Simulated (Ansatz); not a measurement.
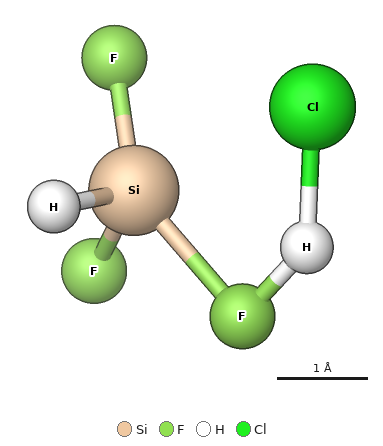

Figure 1. The starting structure (ball-and-stick view, seen at a tilt).

Molecular dynamics of SiH2ClF3 (part 1 of 3)

- system: SiH2ClF3
- method: UKS BLYP-D4/def2-SVP (Ansatz 0.2.0)

It belongs to a series of runs on one base structure; here: dynamics from the highest image of the converged band.

Output
```
Engine: ansatz 0.2.0, aarch64-unknown-linux-gnu
Functional definition: BLYP
  parameter beta = 0.0042
  parameter a = 0.04918
  parameter b = 0.132
  parameter c = 0.2533
  parameter d = 0.349
  exchange = b88_x(beta = beta)
  correlation = lyp_c(a = a, b = b, c = c, d = d)
951 factors; their error is unknown
mean field evaluation 1: about -28568.7231 eV, gradient 3.8e1 eV
mean field evaluation 2: about -28553.4823 eV, gradient 8.0e1 eV
mean field evaluation 4: about -28573.1192 eV, gradient 3.1e0 eV
mean field evaluation 8: about -28573.0933 eV, gradient 8.9e-2 eV
mean field evaluation 16: about -28573.0933 eV, gradient 3.3e-5 eV
mean field -28573.09330512 eV, -1050.0418114248 hartree, gradient 3.3e-5 eV, S^2 0.000000; 0 other end points of the search recorded, 0 dependent functions left out
the calculation of the forces begins
reference -28573.09357827 eV, -1050.0418214631 hartree; 30, 30 occupied and 58, 58 virtual orbitals, 951 factors
md step     0: t =     0.00 fs  T =   300.0 K  F+E_penalty+E_count = -28573.40946247 eV  E_kin = 0.193890 eV  conserved = -28573.21557247 eV  (28 SCF iters)
these checks for a lower state are left out or cut short: starts, cluster_reference, orbital_swaps, neighbouring_geometries, increment
951 factors; their error is unknown
mean field -28573.09204553 eV, -1050.0417651358 hartree, gradient 2.7e-5 eV, S^2 0.000000; 0 other end points of the search recorded, 0 dependent functions left out
the calculation of the forces begins
reference -28573.09231925 eV, -1050.0417751948 hartree; 30, 30 occupied and 58, 58 virtual orbitals, 951 factors
md step     1: t =     0.50 fs  T =   297.4 K  F+E_penalty+E_count = -28573.40779337 eV  E_kin = 0.192236 eV  conserved = -28573.21555764 eV  (30 SCF iters, 3 dispersion substeps)
[... from here on the SCF iterations and repeated set-up lines of each step are left out, up to the last step ...]
md step     2: t =     1.00 fs  T =   288.8 K  F+E_penalty+E_count = -28573.40218274 eV  E_kin = 0.186661 eV  conserved = -28573.21552172 eV  (30 SCF iters, 3 dispersion substeps)
md step     3: t =     1.50 fs  T =   275.0 K  F+E_penalty+E_count = -28573.39318688 eV  E_kin = 0.177717 eV  conserved = -28573.21546946 eV  (30 SCF iters, 3 dispersion substeps)
md step     4: t =     2.00 fs  T =   257.2 K  F+E_penalty+E_count = -28573.38161965 eV  E_kin = 0.166211 eV  conserved = -28573.21540826 eV  (32 SCF iters, 3 dispersion substeps)
md step     5: t =     2.50 fs  T =   236.9 K  F+E_penalty+E_count = -28573.36843964 eV  E_kin = 0.153093 eV  conserved = -28573.21534627 eV  (32 SCF iters, 3 dispersion substeps)
md step     6: t =     3.00 fs  T =   215.6 K  F+E_penalty+E_count = -28573.35463546 eV  E_kin = 0.139348 eV  conserved = -28573.21528787 eV  (32 SCF iters, 3 dispersion substeps)
md step     7: t =     3.50 fs  T =   194.8 K  F+E_penalty+E_count = -28573.34113239 eV  E_kin = 0.125894 eV  conserved = -28573.21523846 eV  (32 SCF iters, 3 dispersion substeps)
md step     8: t =     4.00 fs  T =   175.6 K  F+E_penalty+E_count = -28573.32871113 eV  E_kin = 0.113509 eV  conserved = -28573.21520188 eV  (31 SCF iters, 3 dispersion substeps)
md step     9: t =     4.50 fs  T =   159.0 K  F+E_penalty+E_count = -28573.31795177 eV  E_kin = 0.102772 eV  conserved = -28573.21517983 eV  (31 SCF iters, 3 dispersion substeps)
md step    10: t =     5.00 fs  T =   145.5 K  F+E_penalty+E_count = -28573.30920372 eV  E_kin = 0.094031 eV  conserved = -28573.21517266 eV  (25 SCF iters, 3 dispersion substeps)
md step    11: t =     5.50 fs  T =   135.2 K  F+E_penalty+E_count = -28573.30257943 eV  E_kin = 0.087400 eV  conserved = -28573.21517909 eV  (25 SCF iters, 3 dispersion substeps)
md step    12: t =     6.00 fs  T =   128.1 K  F+E_penalty+E_count = -28573.29797309 eV  E_kin = 0.082777 eV  conserved = -28573.21519610 eV  (25 SCF iters, 3 dispersion substeps)
md step    13: t =     6.50 fs  T =   123.6 K  F+E_penalty+E_count = -28573.29510537 eV  E_kin = 0.079884 eV  conserved = -28573.21522110 eV  (25 SCF iters, 3 dispersion substeps)
md step    14: t =     7.00 fs  T =   121.2 K  F+E_penalty+E_count = -28573.29358342 eV  E_kin = 0.078335 eV  conserved = -28573.21524853 eV  (32 SCF iters, 3 dispersion substeps)
md step    15: t =     7.50 fs  T =   120.2 K  F+E_penalty+E_count = -28573.29298210 eV  E_kin = 0.077709 eV  conserved = -28573.21527311 eV  (31 SCF iters, 3 dispersion substeps)
md step    16: t =     8.00 fs  T =   120.1 K  F+E_penalty+E_count = -28573.29292673 eV  E_kin = 0.077637 eV  conserved = -28573.21529018 eV  (32 SCF iters, 3 dispersion substeps)
md step    17: t =     8.50 fs  T =   120.5 K  F+E_penalty+E_count = -28573.29316613 eV  E_kin = 0.077869 eV  conserved = -28573.21529680 eV  (31 SCF iters, 3 dispersion substeps)
md step    18: t =     9.00 fs  T =   121.2 K  F+E_penalty+E_count = -28573.29361706 eV  E_kin = 0.078324 eV  conserved = -28573.21529319 eV  (30 SCF iters, 3 dispersion substeps)
md step    19: t =     9.50 fs  T =   122.4 K  F+E_penalty+E_count = -28573.29436212 eV  E_kin = 0.079079 eV  conserved = -28573.21528295 eV  (31 SCF iters, 3 dispersion substeps)
md step    20: t =    10.00 fs  T =   124.3 K  F+E_penalty+E_count = -28573.29559236 eV  E_kin = 0.080319 eV  conserved = -28573.21527313 eV  (32 SCF iters, 3 dispersion substeps)
md step    21: t =    10.50 fs  T =   127.2 K  F+E_penalty+E_count = -28573.29749827 eV  E_kin = 0.082226 eV  conserved = -28573.21527198 eV  (31 SCF iters, 3 dispersion substeps)
md step    22: t =    11.00 fs  T =   131.3 K  F+E_penalty+E_count = -28573.30013808 eV  E_kin = 0.084849 eV  conserved = -28573.21528909 eV  (32 SCF iters, 3 dispersion substeps)
md step    23: t =    11.50 fs  T =   136.1 K  F+E_penalty+E_count = -28573.30331314 eV  E_kin = 0.087986 eV  conserved = -28573.21532750 eV  (30 SCF iters, 3 dispersion substeps)
md step    24: t =    12.00 fs  T =   141.0 K  F+E_penalty+E_count = -28573.30651390 eV  E_kin = 0.091129 eV  conserved = -28573.21538483 eV  (30 SCF iters, 3 dispersion substeps)
md step    25: t =    12.50 fs  T =   144.7 K  F+E_penalty+E_count = -28573.30896326 eV  E_kin = 0.093513 eV  conserved = -28573.21545040 eV  (30 SCF iters, 3 dispersion substeps)
md step    26: t =    13.00 fs  T =   145.9 K  F+E_penalty+E_count = -28573.30978082 eV  E_kin = 0.094273 eV  conserved = -28573.21550742 eV  (30 SCF iters, 3 dispersion substeps)
md step    27: t =    13.50 fs  T =   143.4 K  F+E_penalty+E_count = -28573.30824504 eV  E_kin = 0.092710 eV  conserved = -28573.21553506 eV  (30 SCF iters, 3 dispersion substeps)
md step    28: t =    14.00 fs  T =   137.1 K  F+E_penalty+E_count = -28573.30410121 eV  E_kin = 0.088586 eV  conserved = -28573.21551562 eV  (30 SCF iters, 3 dispersion substeps)
md step    29: t =    14.50 fs  T =   127.5 K  F+E_penalty+E_count = -28573.29781634 eV  E_kin = 0.082374 eV  conserved = -28573.21544228 eV  (30 SCF iters, 3 dispersion substeps)
md step    30: t =    15.00 fs  T =   116.6 K  F+E_penalty+E_count = -28573.29066335 eV  E_kin = 0.075337 eV  conserved = -28573.21532602 eV  (30 SCF iters, 3 dispersion substeps)
md step    31: t =    15.50 fs  T =   107.3 K  F+E_penalty+E_count = -28573.28453324 eV  E_kin = 0.069336 eV  conserved = -28573.21519739 eV  (30 SCF iters, 3 dispersion substeps)
md step    32: t =    16.00 fs  T =   102.7 K  F+E_penalty+E_count = -28573.28145945 eV  E_kin = 0.066361 eV  conserved = -28573.21509843 eV  (31 SCF iters, 3 dispersion substeps)
md step    33: t =    16.50 fs  T =   105.1 K  F+E_penalty+E_count = -28573.28298460 eV  E_kin = 0.067920 eV  conserved = -28573.21506491 eV  (31 SCF iters, 3 dispersion substeps)
md step    34: t =    17.00 fs  T =   115.3 K  F+E_penalty+E_count = -28573.28962706 eV  E_kin = 0.074518 eV  conserved = -28573.21510918 eV  (31 SCF iters, 3 dispersion substeps)
md step    35: t =    17.50 fs  T =   132.3 K  F+E_penalty+E_count = -28573.30069740 eV  E_kin = 0.085482 eV  conserved = -28573.21521540 eV  (31 SCF iters, 3 dispersion substeps)
md step    36: t =    18.00 fs  T =   153.5 K  F+E_penalty+E_count = -28573.31453908 eV  E_kin = 0.099192 eV  conserved = -28573.21534688 eV  (29 SCF iters, 3 dispersion substeps)
md step    37: t =    18.50 fs  T =   175.8 K  F+E_penalty+E_count = -28573.32905799 eV  E_kin = 0.113590 eV  conserved = -28573.21546834 eV  (30 SCF iters, 3 dispersion substeps)
md step    38: t =    19.00 fs  T =   196.1 K  F+E_penalty+E_count = -28573.34226685 eV  E_kin = 0.126710 eV  conserved = -28573.21555676 eV  (29 SCF iters, 3 dispersion substeps)
md step    39: t =    19.50 fs  T =   212.0 K  F+E_penalty+E_count = -28573.35265204 eV  E_kin = 0.137046 eV  conserved = -28573.21560569 eV  (30 SCF iters, 3 dispersion substeps)
md step    40: t =    20.00 fs  T =   222.3 K  F+E_penalty+E_count = -28573.35929755 eV  E_kin = 0.143678 eV  conserved = -28573.21561991 eV  (30 SCF iters, 3 dispersion substeps)
md step    41: t =    20.50 fs  T =   226.2 K  F+E_penalty+E_count = -28573.36182955 eV  E_kin = 0.146221 eV  conserved = -28573.21560875 eV  (29 SCF iters, 3 dispersion substeps)
md step    42: t =    21.00 fs  T =   223.9 K  F+E_penalty+E_count = -28573.36028488 eV  E_kin = 0.144702 eV  conserved = -28573.21558327 eV  (29 SCF iters, 3 dispersion substeps)
md step    43: t =    21.50 fs  T =   215.7 K  F+E_penalty+E_count = -28573.35497432 eV  E_kin = 0.139427 eV  conserved = -28573.21554706 eV  (30 SCF iters, 3 dispersion substeps)
md step    44: t =    22.00 fs  T =   202.5 K  F+E_penalty+E_count = -28573.34640512 eV  E_kin = 0.130902 eV  conserved = -28573.21550291 eV  (30 SCF iters, 3 dispersion substeps)
md step    45: t =    22.50 fs  T =   185.4 K  F+E_penalty+E_count = -28573.33524423 eV  E_kin = 0.119794 eV  conserved = -28573.21545059 eV  (30 SCF iters, 3 dispersion substeps)
md step    46: t =    23.00 fs  T =   165.4 K  F+E_penalty+E_count = -28573.32231795 eV  E_kin = 0.106930 eV  conserved = -28573.21538797 eV  (30 SCF iters, 3 dispersion substeps)
md step    47: t =    23.50 fs  T =   144.4 K  F+E_penalty+E_count = -28573.30862162 eV  E_kin = 0.093305 eV  conserved = -28573.21531630 eV  (31 SCF iters, 3 dispersion substeps)
md step    48: t =    24.00 fs  T =   123.9 K  F+E_penalty+E_count = -28573.29530020 eV  E_kin = 0.080061 eV  conserved = -28573.21523937 eV  (31 SCF iters, 3 dispersion substeps)
md step    49: t =    24.50 fs  T =   105.9 K  F+E_penalty+E_count = -28573.28358520 eV  E_kin = 0.068422 eV  conserved = -28573.21516363 eV  (31 SCF iters, 3 dispersion substeps)
md step    50: t =    25.00 fs  T =    92.2 K  F+E_penalty+E_count = -28573.27468060 eV  E_kin = 0.059581 eV  conserved = -28573.21509923 eV  (25 SCF iters, 3 dispersion substeps)
md step    51: t =    25.50 fs  T =    84.4 K  F+E_penalty+E_count = -28573.26960451 eV  E_kin = 0.054547 eV  conserved = -28573.21505707 eV  (25 SCF iters, 3 dispersion substeps)
md step    52: t =    26.00 fs  T =    83.5 K  F+E_penalty+E_count = -28573.26902060 eV  E_kin = 0.053974 eV  conserved = -28573.21504619 eV  (30 SCF iters, 3 dispersion substeps)
md step    53: t =    26.50 fs  T =    89.8 K  F+E_penalty+E_count = -28573.27309856 eV  E_kin = 0.058027 eV  conserved = -28573.21507162 eV  (31 SCF iters, 3 dispersion substeps)
md step    54: t =    27.00 fs  T =   102.6 K  F+E_penalty+E_count = -28573.28143898 eV  E_kin = 0.066306 eV  conserved = -28573.21513322 eV  (31 SCF iters, 3 dispersion substeps)
md step    55: t =    27.50 fs  T =   120.5 K  F+E_penalty+E_count = -28573.29308076 eV  E_kin = 0.077855 eV  conserved = -28573.21522603 eV  (30 SCF iters, 3 dispersion substeps)
md step    56: t =    28.00 fs  T =   141.2 K  F+E_penalty+E_count = -28573.30658553 eV  E_kin = 0.091244 eV  conserved = -28573.21534172 eV  (30 SCF iters, 3 dispersion substeps)
md step    57: t =    28.50 fs  T =   162.0 K  F+E_penalty+E_count = -28573.32017796 eV  E_kin = 0.104708 eV  conserved = -28573.21547026 eV  (30 SCF iters, 3 dispersion substeps)
md step    58: t =    29.00 fs  T =   180.0 K  F+E_penalty+E_count = -28573.33191993 eV  E_kin = 0.116320 eV  conserved = -28573.21559957 eV  (29 SCF iters, 3 dispersion substeps)
md step    59: t =    29.50 fs  T =   192.2 K  F+E_penalty+E_count = -28573.33991779 eV  E_kin = 0.124204 eV  conserved = -28573.21571402 eV  (30 SCF iters, 3 dispersion substeps)
md step    60: t =    30.00 fs  T =   196.2 K  F+E_penalty+E_count = -28573.34258467 eV  E_kin = 0.126794 eV  conserved = -28573.21579100 eV  (29 SCF iters, 3 dispersion substeps)
md step    61: t =    30.50 fs  T =   190.6 K  F+E_penalty+E_count = -28573.33899486 eV  E_kin = 0.123194 eV  conserved = -28573.21580077 eV  (29 SCF iters, 3 dispersion substeps)
md step    62: t =    31.00 fs  T =   175.8 K  F+E_penalty+E_count = -28573.32932643 eV  E_kin = 0.113612 eV  conserved = -28573.21571413 eV  (29 SCF iters, 3 dispersion substeps)
md step    63: t =    31.50 fs  T =   154.3 K  F+E_penalty+E_count = -28573.31527368 eV  E_kin = 0.099755 eV  conserved = -28573.21551857 eV  (29 SCF iters, 3 dispersion substeps)
md step    64: t =    32.00 fs  T =   131.4 K  F+E_penalty+E_count = -28573.30016264 eV  E_kin = 0.084919 eV  conserved = -28573.21524410 eV  (29 SCF iters, 3 dispersion substeps)
md step    65: t =    32.50 fs  T =   113.7 K  F+E_penalty+E_count = -28573.28842591 eV  E_kin = 0.073452 eV  conserved = -28573.21497378 eV  (29 SCF iters, 3 dispersion substeps)
md step    66: t =    33.00 fs  T =   107.6 K  F+E_penalty+E_count = -28573.28432321 eV  E_kin = 0.069510 eV  conserved = -28573.21481351 eV  (29 SCF iters, 3 dispersion substeps)
md step    67: t =    33.50 fs  T =   116.8 K  F+E_penalty+E_count = -28573.29034229 eV  E_kin = 0.075506 eV  conserved = -28573.21483596 eV  (25 SCF iters, 3 dispersion substeps)
md step    68: t =    34.00 fs  T =   141.0 K  F+E_penalty+E_count = -28573.30613774 eV  E_kin = 0.091108 eV  conserved = -28573.21502956 eV  (30 SCF iters, 3 dispersion substeps)
md step    69: t =    34.50 fs  T =   175.4 K  F+E_penalty+E_count = -28573.32869756 eV  E_kin = 0.113390 eV  conserved = -28573.21530743 eV  (30 SCF iters, 3 dispersion substeps)
md step    70: t =    35.00 fs  T =   213.6 K  F+E_penalty+E_count = -28573.35361206 eV  E_kin = 0.138044 eV  conserved = -28573.21556773 eV  (30 SCF iters, 3 dispersion substeps)
md step    71: t =    35.50 fs  T =   248.9 K  F+E_penalty+E_count = -28573.37662531 eV  E_kin = 0.160883 eV  conserved = -28573.21574260 eV  (29 SCF iters, 3 dispersion substeps)
md step    72: t =    36.00 fs  T =   276.8 K  F+E_penalty+E_count = -28573.39470258 eV  E_kin = 0.178887 eV  conserved = -28573.21581607 eV  (30 SCF iters, 3 dispersion substeps)
md step    73: t =    36.50 fs  T =   294.8 K  F+E_penalty+E_count = -28573.40635046 eV  E_kin = 0.190545 eV  conserved = -28573.21580549 eV  (29 SCF iters, 3 dispersion substeps)
md step    74: t =    37.00 fs  T =   302.8 K  F+E_penalty+E_count = -28573.41141021 eV  E_kin = 0.195670 eV  conserved = -28573.21574022 eV  (30 SCF iters, 3 dispersion substeps)
md step    75: t =    37.50 fs  T =   301.7 K  F+E_penalty+E_count = -28573.41065122 eV  E_kin = 0.195007 eV  conserved = -28573.21564411 eV  (29 SCF iters, 3 dispersion substeps)
md step    76: t =    38.00 fs  T =   293.8 K  F+E_penalty+E_count = -28573.40540019 eV  E_kin = 0.189865 eV  conserved = -28573.21553496 eV  (30 SCF iters, 3 dispersion substeps)
md step    77: t =    38.50 fs  T =   281.4 K  F+E_penalty+E_count = -28573.39726534 eV  E_kin = 0.181842 eV  conserved = -28573.21542300 eV  (30 SCF iters, 3 dispersion substeps)
md step    78: t =    39.00 fs  T =   267.1 K  F+E_penalty+E_count = -28573.38794994 eV  E_kin = 0.172633 eV  conserved = -28573.21531679 eV  (29 SCF iters, 3 dispersion substeps)
md step    79: t =    39.50 fs  T =   253.6 K  F+E_penalty+E_count = -28573.37910303 eV  E_kin = 0.163880 eV  conserved = -28573.21522342 eV  (31 SCF iters, 3 dispersion substeps)
md step    80: t =    40.00 fs  T =   243.0 K  F+E_penalty+E_count = -28573.37218869 eV  E_kin = 0.157039 eV  conserved = -28573.21514997 eV  (31 SCF iters, 3 dispersion substeps)
md step    81: t =    40.50 fs  T =   237.1 K  F+E_penalty+E_count = -28573.36836773 eV  E_kin = 0.153266 eV  conserved = -28573.21510158 eV  (31 SCF iters, 3 dispersion substeps)
md step    82: t =    41.00 fs  T =   237.2 K  F+E_penalty+E_count = -28573.36841068 eV  E_kin = 0.153330 eV  conserved = -28573.21508056 eV  (31 SCF iters, 3 dispersion substeps)
md step    83: t =    41.50 fs  T =   243.8 K  F+E_penalty+E_count = -28573.37265719 eV  E_kin = 0.157572 eV  conserved = -28573.21508552 eV  (31 SCF iters, 3 dispersion substeps)
md step    84: t =    42.00 fs  T =   256.7 K  F+E_penalty+E_count = -28573.38102827 eV  E_kin = 0.165913 eV  conserved = -28573.21511479 eV  (30 SCF iters, 3 dispersion substeps)
md step    85: t =    42.50 fs  T =   275.3 K  F+E_penalty+E_count = -28573.39306540 eV  E_kin = 0.177900 eV  conserved = -28573.21516559 eV  (30 SCF iters, 3 dispersion substeps)
md step    86: t =    43.00 fs  T =   298.2 K  F+E_penalty+E_count = -28573.40797271 eV  E_kin = 0.192734 eV  conserved = -28573.21523837 eV  (31 SCF iters, 3 dispersion substeps)
md step    87: t =    43.50 fs  T =   323.8 K  F+E_penalty+E_count = -28573.42461863 eV  E_kin = 0.209279 eV  conserved = -28573.21533932 eV  (30 SCF iters, 3 dispersion substeps)
md step    88: t =    44.00 fs  T =   349.7 K  F+E_penalty+E_count = -28573.44147533 eV  E_kin = 0.225998 eV  conserved = -28573.21547700 eV  (30 SCF iters, 3 dispersion substeps)
md step    89: t =    44.50 fs  T =   372.7 K  F+E_penalty+E_count = -28573.45652399 eV  E_kin = 0.240866 eV  conserved = -28573.21565770 eV  (30 SCF iters, 3 dispersion substeps)
md step    90: t =    45.00 fs  T =   388.9 K  F+E_penalty+E_count = -28573.46721439 eV  E_kin = 0.251341 eV  conserved = -28573.21587291 eV  (30 SCF iters, 3 dispersion substeps)
md step    91: t =    45.50 fs  T =   393.9 K  F+E_penalty+E_count = -28573.47066874 eV  E_kin = 0.254589 eV  conserved = -28573.21607991 eV  (29 SCF iters, 3 dispersion substeps)
md step    92: t =    46.00 fs  T =   384.0 K  F+E_penalty+E_count = -28573.46439575 eV  E_kin = 0.248209 eV  conserved = -28573.21618666 eV  (30 SCF iters, 3 dispersion substeps)
md step    93: t =    46.50 fs  T =   358.4 K  F+E_penalty+E_count = -28573.44768782 eV  E_kin = 0.231619 eV  conserved = -28573.21606864 eV  (30 SCF iters, 3 dispersion substeps)
md step    94: t =    47.00 fs  T =   321.4 K  F+E_penalty+E_count = -28573.42337743 eV  E_kin = 0.207730 eV  conserved = -28573.21564711 eV  (31 SCF iters, 3 dispersion substeps)
md step    95: t =    47.50 fs  T =   284.2 K  F+E_penalty+E_count = -28573.39872661 eV  E_kin = 0.183705 eV  conserved = -28573.21502193 eV  (30 SCF iters, 3 dispersion substeps)
md step    96: t =    48.00 fs  T =   261.7 K  F+E_penalty+E_count = -28573.38365596 eV  E_kin = 0.169142 eV  conserved = -28573.21451405 eV  (31 SCF iters, 3 dispersion substeps)
md step    97: t =    48.50 fs  T =   265.3 K  F+E_penalty+E_count = -28573.38591754 eV  E_kin = 0.171445 eV  conserved = -28573.21447272 eV  (30 SCF iters, 3 dispersion substeps)
md step    98: t =    49.00 fs  T =   295.7 K  F+E_penalty+E_count = -28573.40608554 eV  E_kin = 0.191125 eV  conserved = -28573.21496089 eV  (30 SCF iters, 3 dispersion substeps)
md step    99: t =    49.50 fs  T =   342.0 K  F+E_penalty+E_count = -28573.43671015 eV  E_kin = 0.221027 eV  conserved = -28573.21568276 eV  (30 SCF iters, 3 dispersion substeps)
md step   100: t =    50.00 fs  T =   387.3 K  F+E_penalty+E_count = -28573.46658954 eV  E_kin = 0.250335 eV  conserved = -28573.21625485 eV  (30 SCF iters, 3 dispersion substeps)
md step   101: t =    50.50 fs  T =   417.7 K  F+E_penalty+E_count = -28573.48647042 eV  E_kin = 0.269991 eV  conserved = -28573.21647917 eV  (30 SCF iters, 3 dispersion substeps)
md step   102: t =    51.00 fs  T =   426.8 K  F+E_penalty+E_count = -28573.49221658 eV  E_kin = 0.275835 eV  conserved = -28573.21638201 eV  (31 SCF iters, 3 dispersion substeps)
md step   103: t =    51.50 fs  T =   415.6 K  F+E_penalty+E_count = -28573.48468284 eV  E_kin = 0.268588 eV  conserved = -28573.21609475 eV  (30 SCF iters, 3 dispersion substeps)
md step   104: t =    52.00 fs  T =   390.1 K  F+E_penalty+E_count = -28573.46788492 eV  E_kin = 0.252142 eV  conserved = -28573.21574267 eV  (30 SCF iters, 3 dispersion substeps)
md step   105: t =    52.50 fs  T =   358.5 K  F+E_penalty+E_count = -28573.44709494 eV  E_kin = 0.231690 eV  conserved = -28573.21540492 eV  (30 SCF iters, 3 dispersion substeps)
md step   106: t =    53.00 fs  T =   328.7 K  F+E_penalty+E_count = -28573.42754648 eV  E_kin = 0.212426 eV  conserved = -28573.21512086 eV  (30 SCF iters, 3 dispersion substeps)
md step   107: t =    53.50 fs  T =   307.6 K  F+E_penalty+E_count = -28573.41373086 eV  E_kin = 0.198822 eV  conserved = -28573.21490879 eV  (30 SCF iters, 3 dispersion substeps)
```
